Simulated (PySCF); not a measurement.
Coordinates of C₃H₁₀FPSi, SMILES FCCC[SiH2]P (Å):

```xyz
16

F     -3.1799    -0.4154     0.1929
C     -2.4994     0.4199    -0.6621
C     -1.0705     0.5945    -0.2002
C     -0.3098    -0.7247    -0.1078
Si     1.4489    -0.5729     0.5543
P      2.6092     0.8591    -0.7734
H     -2.5329    -0.0240    -1.6736
H     -3.0259     1.3894    -0.6911
H     -0.5675     1.2901    -0.8942
H     -1.0788     1.0968     0.7827
H     -0.2667    -1.2167    -1.0963
H     -0.8589    -1.4178     0.5521
H      1.4348     0.0246     1.9266
H      2.0876    -1.9240     0.6305
H      3.8689     0.5714    -0.1634
H      2.7880    -0.1058    -1.8140
```

Vertical TDDFT excitations, PBE0/aug-cc-pVDZ with PySCF, at a PBE0-D3(BJ)/def2-SVP geometry (no frequency check), gas phase.

### Predict the low-lying singlet excitations and the spectrum.

The lowest singlet lies at 6.13 eV (202 nm, f = 0.028); the brightest of the first 10 is S3 at 6.62 eV (187 nm), f = 0.176, mixed, the largest part being HOMO → LUMO+1 (38 %). No singlet lies below 3.1 eV (beyond 400 nm), so at this level no vertical transition falls in the visible.


```csv
state,E (eV),λ (nm),f,main character
S1,6.13,202,0.028,HOMO → LUMO (89 %)
S2,6.31,196,0.030,HOMO → LUMO+1 (48 %)
S3,6.62,187,0.176,HOMO → LUMO+1 (38 %)
S4,6.83,181,0.013,HOMO → LUMO+3 (51 %)
S5,7.05,176,0.006,HOMO → LUMO+4 (63 %)
S6,7.10,175,0.017,HOMO → LUMO+5 (63 %)
S7,7.31,170,0.023,HOMO−1 → LUMO (93 %)
S8,7.39,168,0.035,HOMO → LUMO+7 (59 %)
S9,7.47,166,0.012,HOMO → LUMO+6 (54 %)
S10,7.53,165,0.013,HOMO−1 → LUMO+1 (68 %)
```

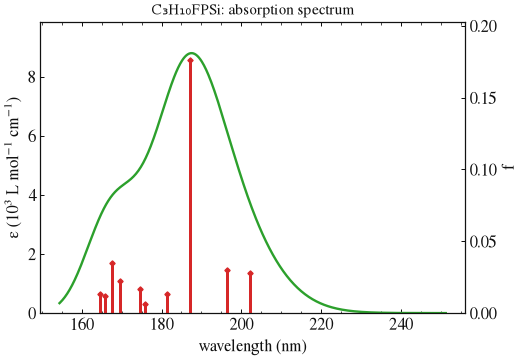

Only the first 10 singlet excitations are included; each is broadened by a Gaussian of 1/e half-width 0.40 eV. Sticks give oscillator strengths (right axis).

Known limits of this run: states above the negative HOMO energy depend on the basis; one conformer of a flexible molecule; core orbitals are frozen in the response.
